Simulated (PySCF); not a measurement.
# C₅H₆BNO₂: NMR shifts and electronic excitations in gas and solvents

Aim: compute the NMR shifts and electronic excitations of C₅H₆BNO₂ (`OB(O)c1ccncc1`), and see what a dielectric continuum does where one was used.

The runs use PySCF 2.14.0, with density-fitted response routines of our own; the level of theory stands in each step. All values are computed, except where a source is named. Atoms count from 0, in the outputs and in this text.

## 1. The starting structure

15 atoms, charge 0, multiplicity 1; geometry from: GFN2-xTB.

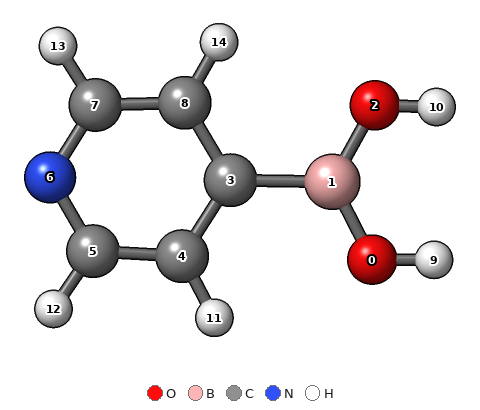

The starting geometry (oxygen red, boron pink, carbon grey, nitrogen blue, hydrogen white), atoms numbered; sticks join atoms by distance.

## 2. Relaxing the molecule at PBE0-D3(BJ)/def2-SVP

What the job is given:

```
{"job": {"xc": "PBE0", "basis": "def2-SVP", "d3": "d3bj", "grid": 1, "kind": "geom"}, "charge": 0, "multiplicity": 1}
O      2.265848    -1.218953     0.571931
B      1.708046    -0.101778     0.046663
O      2.423532     0.939110    -0.443021
C      0.131877    -0.007211     0.002829
C     -0.677299    -1.036210     0.486536
C     -2.054321    -0.903454     0.422972
N     -2.662008     0.159169    -0.078029
C     -1.904835     1.140819    -0.538993
C     -0.520441     1.109049    -0.522550
H      3.222427    -1.265376     0.594686
H      3.378598     0.871852    -0.410640
H     -0.223491    -1.920958     0.904379
H     -2.709814    -1.683562     0.789718
H     -2.440803     1.992124    -0.940013
H      0.058269     1.933368    -0.908379
```

On the command line:

```bash
$ OMP_NUM_THREADS=1 python probes_run.py task.json out
```

The driver reads the jobs from task.json and runs them one after another.

Standard output:

```text
step   0  E = -423.52319196  max force = 0.008912
step   1  E = -423.52447426  max force = 0.001187
step   2  E = -423.52448181  max force = 0.000994
step   3  E = -423.52448879  max force = 0.000675
step   4  E = -423.52449041  max force = 0.000849
step   5  E = -423.52449352  max force = 0.000669
step   6  E = -423.52449558  max force = 0.000329
optimisation converged
```

Run time: 3 min. Hardware: 1 thread, shared host.

Relaxation path:

```tsv
step	energy from step 0 (eV)	largest force component (eV/Å)
0	0.0000	0.4583
1	-0.0349	0.0610
2	-0.0351	0.0511
3	-0.0353	0.0347
4	-0.0353	0.0437
5	-0.0354	0.0344
6	-0.0355	0.0169
```

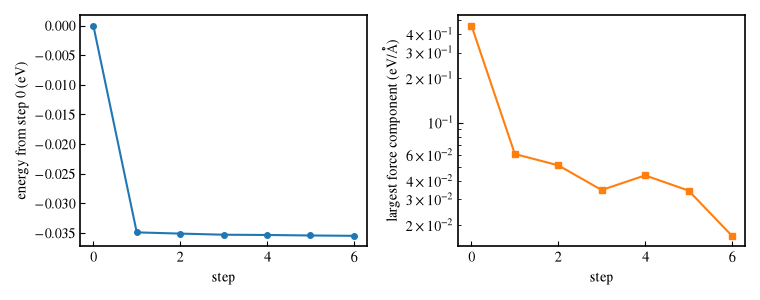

Energy and force, step by step.

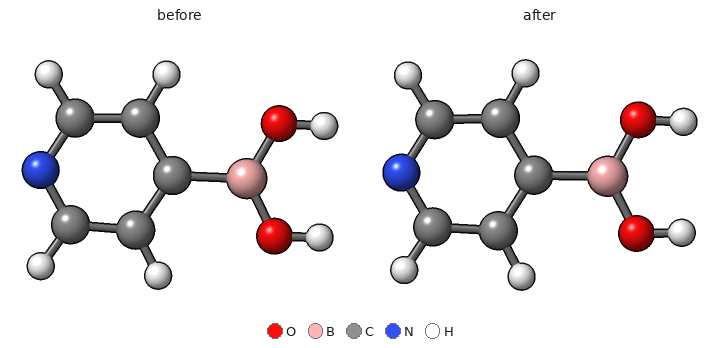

Before and after, at one scale.

Distances of close pairs at the start and the end, largest changes first:

```tsv
bond	before (Å)	after (Å)	change (Å)
C4–H11	1.079	1.093	+0.014
C8–H14	1.079	1.093	+0.014
C5–H12	1.083	1.097	+0.014
C7–H13	1.083	1.097	+0.014
B1–C3	1.580	1.570	-0.010
C4–C5	1.385	1.394	+0.009
C7–C8	1.385	1.394	+0.009
N6–C7	1.323	1.331	+0.009
```

The final coordinates are the input of the step that follows.

```tsv
at the end point	value
point group (found at 0.08 Å tolerance)	C2
rotational constants (GHz, main isotopes)	3.812, 1.132, 0.873
dipole moment (D)	5.14
```

## 3. NMR shieldings: PBE0/pcSseg-1 in acetone

What the job is given:

```
{"job": {"kind": "nmr", "xc": "PBE0", "basis": "pcSseg-1", "solvent": "acetone", "pop": true}, "charge": 0, "multiplicity": 1}
O      2.188886    -1.235410     0.650149
B      1.603806    -0.155580     0.061223
O      2.282564     0.889333    -0.489879
C      0.035703    -0.110910     0.010381
C     -0.748341    -1.163980     0.496660
C     -2.137065    -1.073780     0.417456
N     -2.777030    -0.027195    -0.099576
C     -2.038372     0.979372    -0.561555
C     -0.644956     0.985486    -0.531977
H      3.149837    -1.240576     0.661399
H      3.241067     0.840230    -0.438921
H     -0.275899    -2.047708     0.932733
H     -2.765231    -1.891487     0.791213
H     -2.585363     1.832322    -0.981225
H     -0.087627     1.838074    -0.927783
```

With the program's defaults for keys left out, this is: GIAO PBE0/pcSseg-1 NMR shielding, non-relativistic, IEF-PCM acetone.

Standard output:

```text
coarse grid: 13472 points
cycle   1  E = -423.5950233460  dE =  1.547e+00  |g| = 8.418e-01  |ddm| = 3.713e+00
cycle   2  E = -423.5057783717  dE =  8.924e-02  |g| = 1.120e+00  |ddm| = 1.289e+00
cycle   3  E = -423.7234946006  dE = -2.177e-01  |g| = 6.630e-02  |ddm| = 7.247e-01
cycle   4  E = -423.7243328745  dE = -8.383e-04  |g| = 2.525e-02  |ddm| = 7.258e-02
cycle   5  E = -423.7244715551  dE = -1.387e-04  |g| = 1.103e-02  |ddm| = 3.085e-02
cycle   6  E = -423.7245003337  dE = -2.878e-05  |g| = 3.493e-03  |ddm| = 1.202e-02
cycle   7  E = -423.7245031594  dE = -2.826e-06  |g| = 6.872e-04  |ddm| = 3.264e-03
final grid: 132888 points
cycle   8  E = -423.7925671870  dE = -3.966e-05  |g| = 8.557e-03  |ddm| = 3.273e-02
cycle   9  E = -423.7925592968  dE =  7.890e-06  |g| = 1.103e-02  |ddm| = 1.492e-02
cycle  10  E = -423.7925827445  dE = -2.345e-05  |g| = 1.072e-03  |ddm| = 7.700e-03
cycle  11  E = -423.7925829897  dE = -2.452e-07  |g| = 2.499e-04  |ddm| = 9.476e-04
cycle  12  E = -423.7925829999  dE = -1.017e-08  |g| = 1.268e-04  |ddm| = 2.720e-04
cycle  13  E = -423.7925830033  dE = -3.346e-09  |g| = 3.095e-05  |ddm| = 1.229e-04
cycle  14  E = -423.7925830035  dE = -2.203e-10  |g| = 6.012e-06  |ddm| = 3.071e-05
converged SCF energy = -423.7925830035

GIAO shielding tensors (ppm)
atom      isotropic    diamagn.    paramagn.     s11        s22        s33       span
  0 O      221.881     388.522    -166.641    119.216    260.443    285.986    166.770
  1 B       74.711     196.192    -121.481     58.822     75.626     89.685     30.864
  2 O      221.687     388.943    -167.256    119.014    260.403    285.643    166.629
  3 C       38.784     255.651    -216.868    -64.758    -13.395    194.504    259.262
  4 C       49.419     255.385    -205.967    -70.468     42.328    176.396    246.864
  5 C       29.085     251.557    -222.472    -82.861     24.295    145.820    228.680
  6 N      -88.427     333.441    -421.868   -392.673   -176.748    304.140    696.814
  7 C       29.079     251.687    -222.608    -82.954     24.368    145.822    228.776
  8 C       49.281     255.556    -206.275    -70.777     42.331    176.288    247.065
  9 H       26.610      29.529      -2.918     20.059     22.654     37.119     17.060
 10 H       26.622      29.621      -2.998     20.070     22.680     37.116     17.046
 11 H       23.231      32.147      -8.916     19.495     21.575     28.622      9.128
 12 H       22.365      28.321      -5.956     18.286     22.296     26.513      8.227
 13 H       22.363      28.577      -6.214     18.293     22.283     26.513      8.219
 14 H       23.221      32.403      -9.182     19.458     21.549     28.658      9.200
```

Wall time 77 s (1 thread, shared host).

The references, computed at this level on geometries of the same kind, shield at (ppm): ¹H TMS 31.24, ¹³C TMS 185.4, ¹⁵N NH3 268.4, ¹⁷O H2O 342.8, ¹¹B BF3·OEt2 101.3. Their shielding less the atom's gives the shift. The references are single molecules in the same continuum, so shifts against H2O, NH3, PH3, H3PO4 or CFCl3 are not on the usual liquid scales and can be off by tens of ppm. Atoms listed in one row are averaged.

```tsv
atoms	environment	σ (ppm)	δ (ppm)
C5, C7	aromatic CH next to a ring nitrogen	29.1	156.3
C3	substituted aromatic carbon	38.8	146.6
C4, C8	aromatic CH	49.3	136.1
H12, H13	hydrogen on an aromatic CH next to a ring nitrogen	22.36	8.88
H11, H14	hydrogen on an aromatic CH	23.23	8.01
H9, H10	hydrogen on an oxygen bonded to B	26.62	4.62
O0, O2	oxygen bonded to B, H	221.8	121.0
B1	boron bonded to C, 2 O	74.7	26.6
N6	pyridine-type ring nitrogen	-88.4	356.9
```

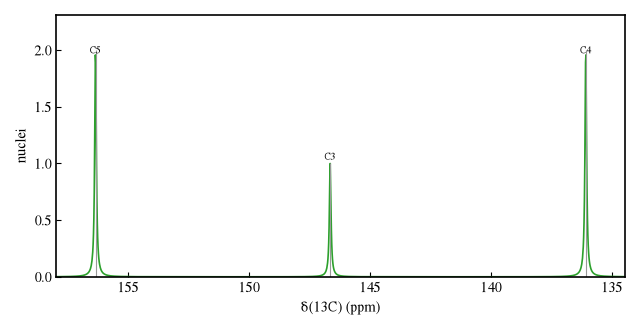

¹³C lines at the computed shifts, without couplings. Lines are broadened to a width of 0.08 ppm (Lorentzian).

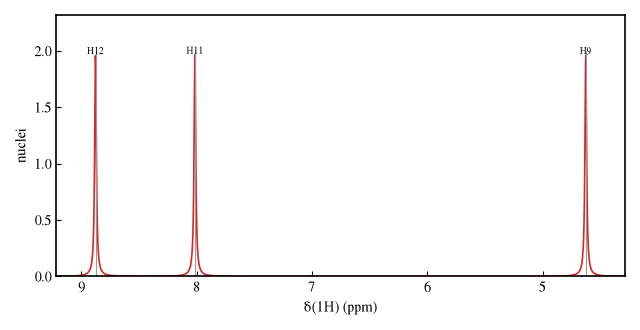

¹H lines at the computed shifts, without couplings. Lines are broadened to a width of 0.02 ppm (Lorentzian).

Charges from the same density, by scheme (e):

```tsv
atoms	Mulliken	IAO	Hirshfeld	ESP fit
O0, O2	-0.43	-0.56	-0.25	-0.73
B1	0.61	0.49	0.24	0.53
C3	-0.20	-0.13	-0.07	0.52
C4, C8	-0.19	-0.16	-0.05	-0.73
C5, C7	0.14	-0.02	0.01	0.60
N6	-0.46	-0.31	-0.20	-0.83
```

Hirshfeld charges:

O0 -0.25; B1 0.24; O2 -0.25; C3 -0.07; C4 -0.05; C5 0.01; N6 -0.20; C7 0.01; C8 -0.05; H9 0.20; H10 0.20; H11 0.05; H12 0.05; H13 0.05; H14 0.05

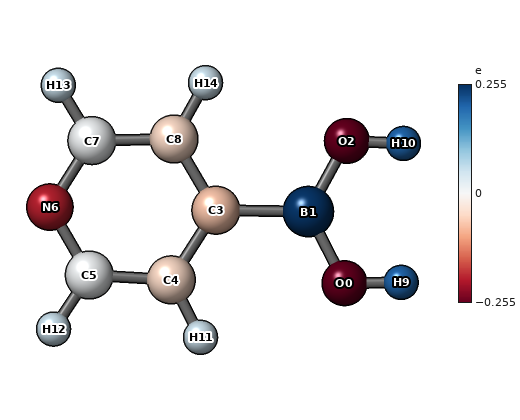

Hirshfeld charges, as colours on the atoms.

Mayer bond orders: O0–B1 1.25, B1–O2 1.25, B1–C3 0.86, C3–C4 1.40, C4–C5 1.42, C5–N6 1.46, N6–C7 1.46, C7–C8 1.42, C8–C3 1.40.

Ring of atoms C3, C4, C5, N6, C7, C8: NICS(0) -6.5, NICS(1) -11.1, NICS(1)zz -28.2 ppm (means of both faces).

## 4. TDDFT and polarisability: wB97X-D/def2-SVPD

Same as in step 3 but for these lines:

```diff
@@ -1,2 +1,2 @@
-{"job": {"kind": "nmr", "xc": "PBE0", "basis": "pcSseg-1", "solvent": "acetone", "pop": true}, "charge": 0, "multiplicity": 1}
+{"job": {"kind": "uv", "xc": "wB97X-D", "basis": "def2-SVPD", "dynamic": true, "nstates": 6, "ntriplets": 0}, "charge": 0, "multiplicity": 1}
 O      2.188886    -1.235410     0.650149
```

Level: TDDFT wB97X-D/def2-SVPD, vertical, gas phase, core orbitals frozen in the response.

Standard output:

```text
coarse grid: 13472 points
cycle   1  E = -423.6632590003  dE =  1.775e+00  |g| = 8.440e-01  |ddm| = 9.849e+00
cycle   2  E = -423.6667728058  dE = -3.514e-03  |g| = 9.036e-01  |ddm| = 5.270e+00
cycle   3  E = -423.8096432511  dE = -1.429e-01  |g| = 5.158e-02  |ddm| = 2.625e+00
cycle   4  E = -423.8102801406  dE = -6.369e-04  |g| = 2.533e-02  |ddm| = 2.617e-01
cycle   5  E = -423.8104228125  dE = -1.427e-04  |g| = 1.183e-02  |ddm| = 1.347e-01
cycle   6  E = -423.8104605945  dE = -3.778e-05  |g| = 2.573e-03  |ddm| = 1.081e-01
cycle   7  E = -423.8104622447  dE = -1.650e-06  |g| = 8.022e-04  |ddm| = 1.258e-02
final grid: 132888 points
cycle   8  E = -423.8761654878  dE = -1.169e-04  |g| = 5.077e-03  |ddm| = 2.952e-01
cycle   9  E = -423.8761681422  dE = -2.654e-06  |g| = 4.895e-03  |ddm| = 3.254e-02
cycle  10  E = -423.8761727533  dE = -4.611e-06  |g| = 7.573e-04  |ddm| = 3.758e-02
cycle  11  E = -423.8761729405  dE = -1.872e-07  |g| = 4.384e-04  |ddm| = 5.698e-03
cycle  12  E = -423.8761729950  dE = -5.450e-08  |g| = 9.275e-05  |ddm| = 4.503e-03
cycle  13  E = -423.8761729996  dE = -4.570e-09  |g| = 3.604e-05  |ddm| = 7.297e-04
cycle  14  E = -423.8761730004  dE = -8.006e-10  |g| = 1.122e-05  |ddm| = 3.363e-04
converged SCF energy = -423.8761730004

Static polarisability (au): isotropic 83.629, principal 51.601 93.085 106.202

Singlet excitations
state   eV       nm        f      main configurations
  1   4.6507    266.6   0.00397   H->L 0.95
  2   5.2304    237.0   0.05712   H-1->L 0.84, H-2->L+2 0.14
  3   5.3921    229.9   0.00000   H->L+2 0.99
  4   6.1909    200.3   0.04166   H-2->L 0.66, H-1->L+2 0.32
  5   7.0480    175.9   0.73159   H-1->L+2 0.64, H-2->L 0.30
  6   7.2412    171.2   0.00018   H-1->L+1 0.73, H-1->L+3 0.23
```

Wall time 2.3 min (1 thread, shared host).

Frontier orbitals and where they lie:

```tsv
orbital	eV	atoms
HOMO−3	-11.90	C8 14 %, C4 14 %, C3 12 %
HOMO−2	-9.96	C3 28 %, N6 23 %, C4 13 %
HOMO−1	-9.22	C5 20 %, C8 20 %, C7 20 %
HOMO	-9.14	N6 57 %, C7 11 %, C5 11 %
LUMO	0.45	C3 21 %, N6 18 %, C4 11 %
LUMO+1	1.00	B1 40 %, O0 17 %, O2 17 %
LUMO+2	1.47	C8 18 %, C4 18 %, C5 18 %
```

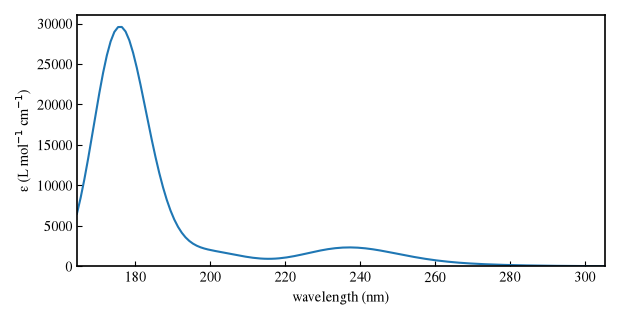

Absorption spectrum: each of the 6 states is a Gaussian band of 0.4 eV half-width at 1/e. Beyond the last state computed it falls off for lack of states.

Ground-state properties from the same run:

```tsv
property	computed
dipole moment (D)	4.92
polarisability (Å³)	12.39
HOMO–LUMO gap (eV)	9.59
−ε(HOMO) (eV)	9.14
C6 with itself (au)	2780
```

## 5. Excited states and response: wB97X-D/def2-SVPD in acetone

Same as in step 4 but for these lines:

```diff
@@ -1,2 +1,2 @@
-{"job": {"kind": "uv", "xc": "wB97X-D", "basis": "def2-SVPD", "dynamic": true, "nstates": 6, "ntriplets": 0}, "charge": 0, "multiplicity": 1}
+{"job": {"kind": "uv", "xc": "wB97X-D", "basis": "def2-SVPD", "solvent": "acetone", "nstates": 6, "ntriplets": 0}, "charge": 0, "multiplicity": 1}
 O      2.188886    -1.235410     0.650149
```

Level: TDDFT wB97X-D/def2-SVPD, vertical, IEF-PCM acetone (non-equilibrium linear response), core orbitals frozen in the response.

Standard output:

```text
coarse grid: 13472 points
cycle   1  E = -423.6892987535  dE =  1.749e+00  |g| = 8.223e-01  |ddm| = 9.921e+00
cycle   2  E = -423.6954127854  dE = -6.114e-03  |g| = 8.708e-01  |ddm| = 4.886e+00
cycle   3  E = -423.8273796933  dE = -1.320e-01  |g| = 5.005e-02  |ddm| = 2.141e+00
cycle   4  E = -423.8280744082  dE = -6.947e-04  |g| = 2.267e-02  |ddm| = 3.805e-01
cycle   5  E = -423.8282098304  dE = -1.354e-04  |g| = 9.624e-03  |ddm| = 1.139e-01
cycle   6  E = -423.8282365870  dE = -2.676e-05  |g| = 2.077e-03  |ddm| = 1.391e-01
cycle   7  E = -423.8282381016  dE = -1.515e-06  |g| = 1.024e-03  |ddm| = 3.417e-02
final grid: 132888 points
cycle   8  E = -423.8937133065  dE = -1.178e-04  |g| = 5.409e-03  |ddm| = 2.775e-01
cycle   9  E = -423.8937162622  dE = -2.956e-06  |g| = 5.264e-03  |ddm| = 3.441e-02
cycle  10  E = -423.8937217192  dE = -5.457e-06  |g| = 7.514e-04  |ddm| = 4.677e-02
cycle  11  E = -423.8937219590  dE = -2.398e-07  |g| = 3.477e-04  |ddm| = 1.101e-02
cycle  12  E = -423.8937219961  dE = -3.711e-08  |g| = 9.374e-05  |ddm| = 5.337e-03
cycle  13  E = -423.8937220006  dE = -4.532e-09  |g| = 3.499e-05  |ddm| = 1.577e-03
cycle  14  E = -423.8937220012  dE = -6.016e-10  |g| = 1.027e-05  |ddm| = 6.738e-04
converged SCF energy = -423.8937220012

Static polarisability (au): isotropic 112.502, principal 69.905 130.296 137.306

Singlet excitations
state   eV       nm        f      main configurations
  1   4.8553    255.4   0.00519   H-1->L 0.96
  2   5.2324    237.0   0.08196   H->L 0.86, H-2->L+1 0.13
  3   5.5895    221.8   0.00000   H-1->L+1 0.99
  4   6.1855    200.4   0.04288   H-2->L 0.65, H->L+1 0.33
  5   6.9072    179.5   0.87603   H->L+1 0.64, H-2->L 0.32
  6   7.2119    171.9   0.38959   H-2->L+1 0.84, H->L 0.12
```

Run time: 1.9 min. Hardware: 1 thread, shared host.

This run: HOMO -9.42 eV, LUMO 0.31 eV; lowest singlet 4.86 eV.

## 6. Run by run: electronic excitations

Excitations and ground-state properties, with basis size and wall time:

```tsv
run	lowest singlet (eV)	brightest (eV)	f	gap (eV)	α (Å³)	μ (D)	functions	time
wB97X-D/def2-SVPD	4.65	7.05	0.732	9.59	12.39	4.92	234	2.3 min
wB97X-D/def2-SVPD in acetone	4.86	6.91	0.876	9.72	16.67	6.33	234	1.9 min
```

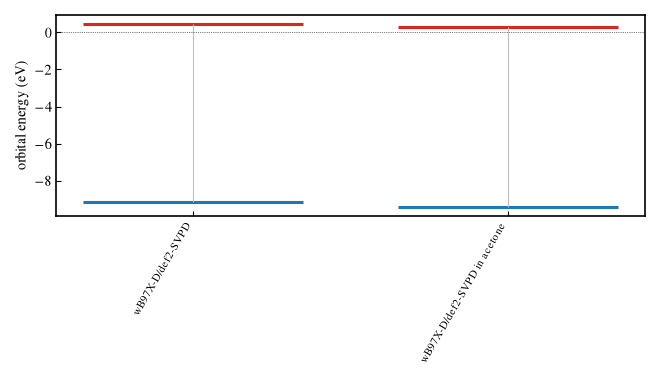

HOMO (blue) and LUMO (red) run by run.

## 7. Results

| quantity | value |
| --- | --- |
| point group | C2 |
| rotational constants (main isotopes) | 3.81, 1.13, 0.87 GHz |
| ¹³C shifts against TMS (PBE0/pcSseg-1, acetone, means over atoms taken as alike) | 156.3, 146.6, 136.1 ppm |
| ¹H shifts against TMS (PBE0/pcSseg-1, acetone, means over atoms taken as alike) | 8.88, 8.01, 4.62 ppm |
| ¹⁷O shifts against H2O (PBE0/pcSseg-1, acetone, means over atoms taken as alike) | 121.0 ppm |
| ¹¹B shifts against BF3·OEt2 (PBE0/pcSseg-1, acetone) | 26.6 ppm |
| ¹⁵N shifts against NH3 (PBE0/pcSseg-1, acetone) | 356.9 ppm |
| lowest singlet (wB97X-D/def2-SVPD) | 4.65 eV (267 nm), f = 0.004 |
| brightest single state of those computed | state 5, 7.05 eV, f = 0.732 |
| range of the lowest singlet | 4.65 to 4.86 eV |

What this shows: The optimisation took 6 steps and gained 0.035 eV; among the close pairs (by a distance rule), C4–H11 changed most, from 1.079 to 1.093 Å. No frequency check was run at this level, so the end point may be a saddle. At PBE0/pcSseg-1: Shielding is most anisotropic at N6 (span 697 ppm, paramagnetic term -422 ppm). NICS(1)zz of -28 ppm above the planar ring from C3 marks a diatropic (aromatic) ring current. The lowest singlet, at 4.65 eV, is HOMO→LUMO 0.95 and is weak; of the 6 states computed, the strongest absorption comes from state 5 at 7.05 eV. The lowest singlet runs from 4.65 eV (wB97X-D/def2-SVPD) to 4.86 eV (wB97X-D/def2-SVPD in acetone), while the orbital gap spans 9.59 to 9.72 eV. The lowest state need not be the same one in every run.
